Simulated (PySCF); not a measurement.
[Cu(N2)2]+ (CuN4, charge +1).

Level of theory: B3LYP/def2-SVPD (PySCF), at a geometry from GFN2-xTB. This is a single-reference result, which may miss multireference character in this system. No frequency check shows the geometry to be a minimum. GFN2-xTB bond lengths at metals and heavier atoms can be off by up to 0.1 Å and shapes distorted, which carries into these values.

Geometry (Å), atoms numbered from 1:

```
Cu1      0.0001   -0.0351   -0.0021
N2       1.8309    0.0449   -0.0001
N3       2.9242    0.0265    0.0076
N4      -1.8314    0.0523   -0.0172
N5      -2.9240    0.0219    0.0183
```

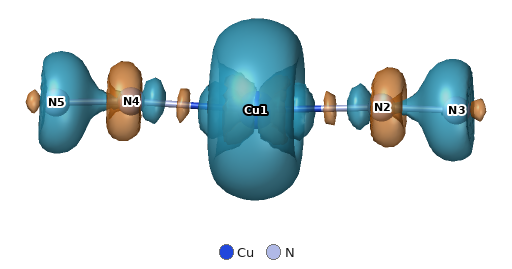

Fukui function f⁻ = ρ(N) − ρ(N−1) at fixed geometry, surfaces at ±0.03 e/Å³ (light blue positive, orange negative).

Which atoms respond most to the removal of an electron?

f⁻ (Hirshfeld-condensed) is largest on Cu1 (0.63); the vertical ionisation energy is 17.50 eV. Condensed values hint at sites of electrophilic attack but needn't mark the atom that reacts. Orbital relaxation makes it negative in places (0.26 e in all).
